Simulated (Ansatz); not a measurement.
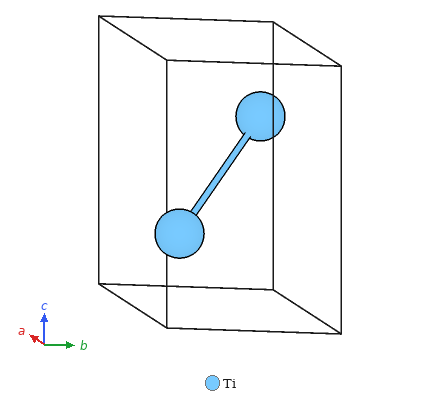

The structure; the drawing may span several cells.

Given this structure, the input geometry of an electronic-structure calculation (not necessarily at equilibrium), written in its standard cell:

```cif
data_structure
_symmetry_space_group_name_H-M 'P 1'
_symmetry_Int_Tables_number 1
_cell_length_a 2.9001
_cell_length_b 2.9001
_cell_length_c 4.5887
_cell_angle_alpha 90.000
_cell_angle_beta 90.000
_cell_angle_gamma 120.000
_cell_volume 33.42
loop_
_atom_site_label
_atom_site_type_symbol
_atom_site_fract_x
_atom_site_fract_y
_atom_site_fract_z
_atom_site_occupancy
Ti1 Ti 0.33333 0.66667 0.75000 1
Ti2 Ti 0.66667 0.33333 0.25000 1
```

### Predict the [102] zone-axis pattern (80 kV, kinematic, B = 0.8 Å²).

The spots form a rectangular net whose two shortest vectors correspond to d = 2.51 Å and 1.38 Å, 90.0° apart. They are 0 -1 0 and -2 1 1 (itself extinct). The pattern has symmetry 2mm. A glide plane extinguishes reflections such as 2 -1 -1.

Strongest reflections with d > 0.80 Å, one of each family (|F|² from tabulated Gaussian fits of the electron scattering factors, times a small damping for the curvature of the Ewald sphere):

```tsv
hkl	d (Å)	I (strongest = 100)
0 1 0	2.512	100
2 0 -1	1.211	48
2 1 -1	0.930	18
0 2 0	1.256	18
0 3 0	0.837	15
```

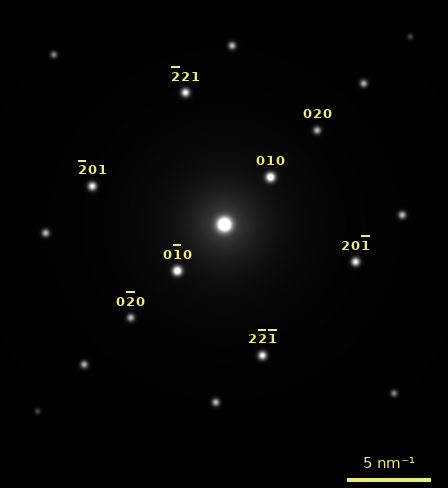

Calculated pattern, seen from the source side with [102] pointing towards the source.
